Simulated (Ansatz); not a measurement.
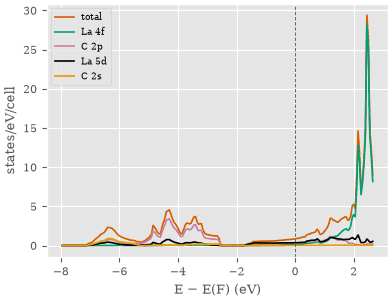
Figure: Total and projected density of states of LaC₂ in space group Immm (No. 71; La on 2a, C on 4h), plane-wave PAW PBEsol (Ansatz code)

Task: Which orbitals carry the states next to the Fermi level?

Result: Within 0.5 eV of the Fermi level: La 5d 43 %, C 2p 37 %, La 4f 17 %. Projections are on Löwdin-orthogonalised atomic valence shells; empty p or d shells of many metals are not among them.

Task: Where is the tallest occupied peak in this window, and what makes it?

Result: Near -4.3 eV, about 4.6 states/eV per cell; the largest projected share is C 2p.

The first step of the workflow began from a Materials Project structure, measured or hypothetical; the Crystallography Open Database copy checked does not list it. COD files the formula under space group No. 139. Its standing as an ambient phase is unchecked. The cell was relaxed with PBEsol under the symmetry of its start; whether a distortion lowers the energy is not shown. Spin–orbit coupling is left out wherever it is not named.

Potentials: the later of the program's two PAW sets.
